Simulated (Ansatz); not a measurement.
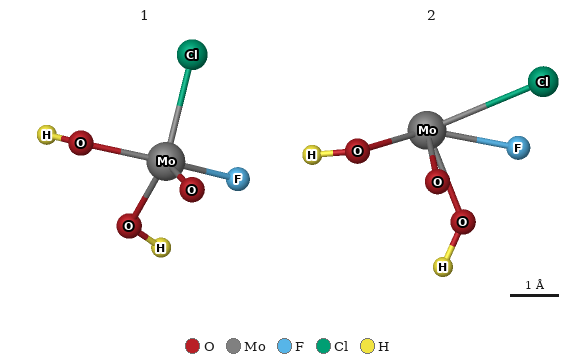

Two geometries of MoH₂O₃ClF (coarse preliminary run), drawn at one scale. One is the start of a relaxation, the other its converged end. A ball-and-stick model, seen at a tilt.

Method: RKS PBE-D4/def2-SVP in Ansatz 0.2.0. (force threshold 0.03 eV/Å; at most 200 steps)

Q: Which one is relaxed?

A: Structure 1 is the relaxed one. The start comes from a force field. After 30 accepted moves (32 points after the start) the energy has fallen by 14.336 eV. The largest force component goes from 11 to 0.02 eV/Å. The line search rejected the trial steps at points 12, 23 of the run. The Cl atom moves most after the best rigid fit: 1.47 Å. Largest moves by element: Cl 1.47 Å, Mo 1.15 Å, O 0.99 Å, H 0.85 Å, F 0.72 Å. Among the contacts that change: Cl–F 1.980 → 2.901 Å, O–O 1.845 → 2.724 Å, Mo–O 2.137 → 1.676 Å, Cl–Mo 2.744 → 2.312 Å. Bond angles that change, for instance: O–Mo–O 52.0° → 100.2°, O–Mo–O 68.5° → 113.2°, O–Mo–Cl 93.6° → 136.1°. Cost: 73 s on 4 threads of Arm Neoverse V2, on a shared host.
